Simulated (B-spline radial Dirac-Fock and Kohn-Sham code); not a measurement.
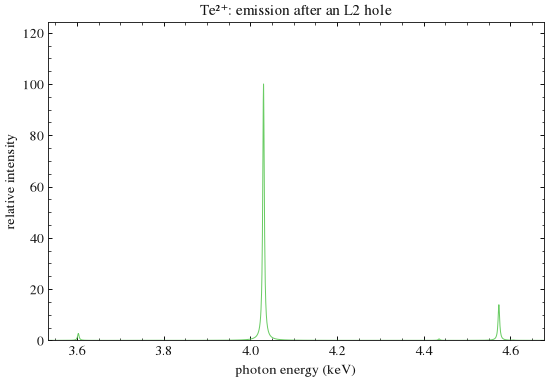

X-ray emission lines that fill an L2 (2p1/2) hole, broadened by a Lorentzian of 4.3 eV full width. Multiplet splitting by the open shell is left out. It refers to the ion Te²⁺, configuration [Kr] 4d10 5s2 5p2, inside a Watson sphere of charge −2 and radius 2.7 Å that stands in for a crystal. The calculation used independent-particle rates on relativistic LDA orbitals of the hole state (multipoles to L = 3), energies from Dirac–Fock ΔSCF (a B-spline radial code).

> How far apart are L2-M4 (Lβ1) and L2-N4 (Lγ1), and what is their intensity ratio?

543 eV apart, with L2-N4 at 0.14 of the intensity of L2-M4.

> What multipole carries the L2-M3 line?

E2; it is forbidden as an electric dipole and holds 0.032 % of the emission.

> Which line is the strongest, where is it and what share of the photons does it carry?

L2-M4 (Lβ1) at 4.0307 keV, 85.3 % of the radiative decays.

> What are the natural width, lifetime and fluorescence yield of the L2 hole?

Width 2.87 eV, lifetime 0.230 fs, fluorescence yield 0.0789.
